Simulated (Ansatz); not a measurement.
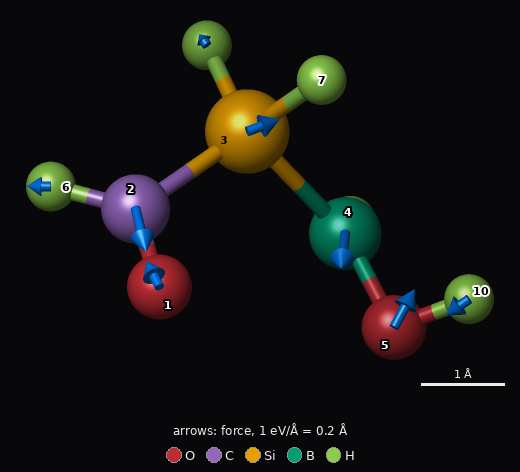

Starting geometry of CH$_{5}$BO$_{2}$Si with the computed forces as blue arrows. The picture is a ball-and-stick view, seen from a free direction.

The run prepares an end point of a later path (hydrogen shift) calculation, from a guessed geometry.

Theory: Ansatz, RKS B3LYP-D4/cc-pVDZ. Settings: no spin polarisation; force threshold 0.02 eV/Å; at most 50 steps.

### Is this structure relaxed? If not, where do the atoms go?

It isn't relaxed: the largest force vector, on the B atom, is 4.15 eV/Å. The final displacements have little in common with the starting forces (cosine between the two patterns 0.11). The atom that moves furthest after the best rigid fit is an H atom (1.94 Å). By element the largest moves are H 1.94 Å, O 0.76 Å, C 0.41 Å, B 0.39 Å, Si 0.28 Å. Near-neighbour distances that change, for instance: C–Si 1.825 → 1.954 Å, B–H 1.109 → 1.209 Å, B–O 1.436 → 1.344 Å, C–H 1.080 → 1.124 Å. Bond angles that change, for instance: B–Si–H 105.5° → 116.0°, B–Si–H 107.4° → 116.4°, B–O–H 103.7° → 112.0°. Groups turn about B–O by about 90°, B–Si by about 60°, C–Si by about 60°. After 25 accepted moves (30 points after the start) the energy has fallen by 1.624 eV. Largest force component: 3.8 eV/Å at the start, 0.007 eV/Å at the end. The line search rejected the trial steps at points 13, 20, 21, 24, 26 of the run. The forces were under the threshold at step 23, but the run went on from there.
